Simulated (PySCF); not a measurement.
C$_{8}$H$_{12}$Si

```xyz
21

C    -2.8824   -1.1828    0.0001
C    -2.2533    0.0756   -0.6052
C    -2.8799    1.3422   -0.0137
C    -0.8195    0.0743   -0.3718
C     0.3684    0.0855   -0.1659
C     1.7375    0.0293    0.1033
C     2.7460    0.7978   -0.3486
C     3.9903    0.2435    0.2891
Si    2.8777   -1.0691    1.1582
H    -3.9522   -1.2020   -0.1990
H    -2.7271   -1.2002    1.0771
H    -2.4308   -2.0764   -0.4257
H    -2.4243    0.0709   -1.6902
H    -2.7250    1.3706    1.0631
H    -2.4265    2.2302   -0.4491
H    -3.9496    1.3610   -0.2135
H     2.7050    1.6384   -1.0254
H     4.5052    0.9648    0.9243
H     4.7177   -0.1202   -0.4372
H     3.0542   -2.4553    0.7284
H     2.7595   -0.9612    2.6115
```

Geometry: GFN2-xTB.

These are results of PySCF 2.14.0, PBE0/pcSseg-1, SCF density, gas phase, non-relativistic, not measurements.

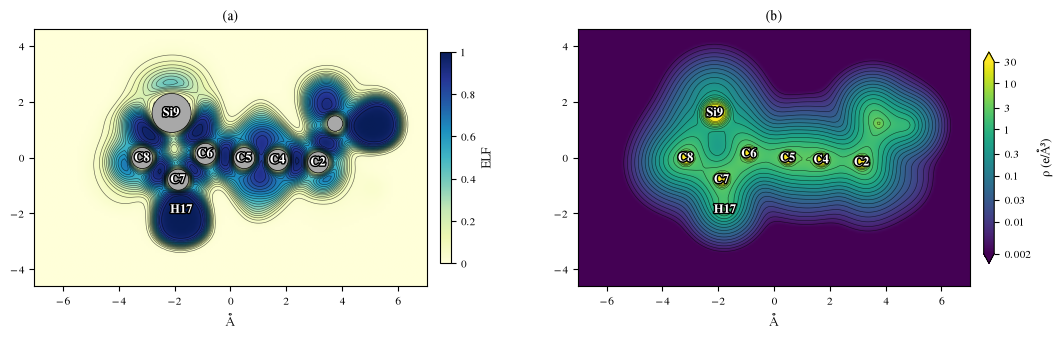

Figure 1. (a) ELF; (b) total electron density on the plane of atoms C6, C7 and C8. Grey discs cover the atomic cores in the ELF map.

Question: What does the map show?

Answer: Atoms in the plane: C, Si and H. C–C (1.21 Å): the density is about 2.7 e/Å³ at the midpoint; the ELF peaks at about 0.85 between the atoms (a multiple bond). C–Si (1.90 Å): the density is about 0.86 e/Å³ at the midpoint; the ELF peaks at about 0.95 between the atoms; a shared electron pair. C–H (1.08 Å): ρ at the midpoint is about 2 e/Å³; the ELF climbs to about 1 towards the hydrogen, as it does in any bond to H: a covalent bond by its length. C–C (1.35 Å): ρ is about 2.2 e/Å³ halfway; the ELF peaks at about 0.90 between the atoms, as expected for localised, covalent bonding. C–C (1.40 Å): the density is about 2 e/Å³ at the midpoint; the ELF peaks at about 0.95 between the atoms, as expected for a covalent bond.

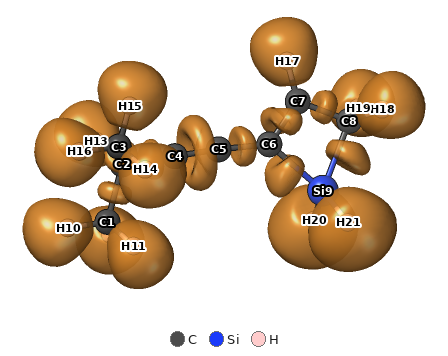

Figure 2. Isosurface of the electron localisation function at 0.8 (orange), seen at an oblique angle. Core shells and regions of very low density are left out.

Question: What do the ELF domains correspond to?

Answer: The ELF exceeds this value in seven regions between bonded C–C atoms (shared pairs), two regions between bonded C–Si atoms (shared pairs) and twelve regions around hydrogen nuclei.

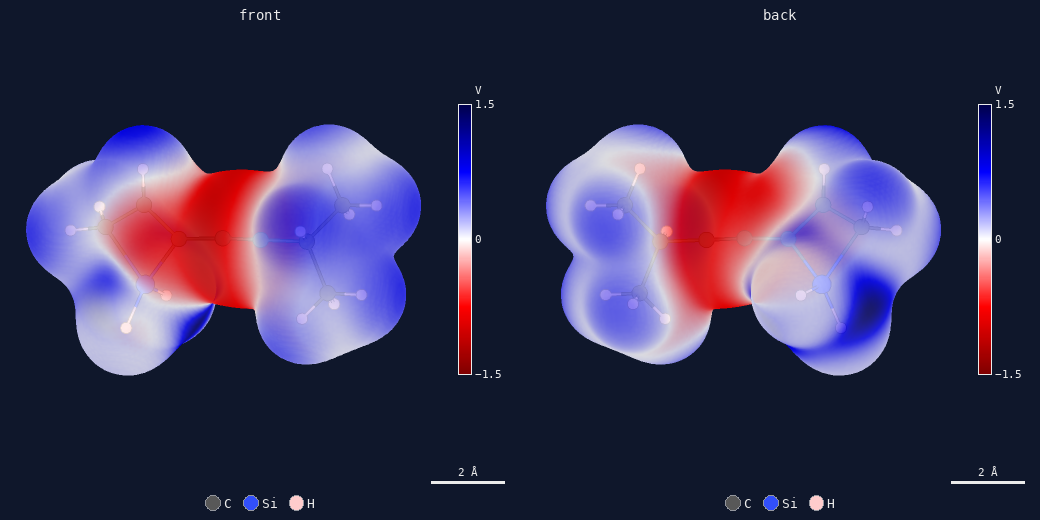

Figure 3. The molecular electrostatic potential painted on the density surface at 0.002 e/bohr³, seen from the front and from behind; red is negative and blue positive.

Question: Where is the surface potential most negative and most positive?

Answer: The most negative region (about −1.0 V, or −23 kcal/mol for a unit charge) lies over C4 and C5, the most positive (about +1.3 V, or +30 kcal/mol for a unit charge) over Si9.

Question: What dipole moment does the calculation give?

Answer: Its dipole moment is 0.14 D.
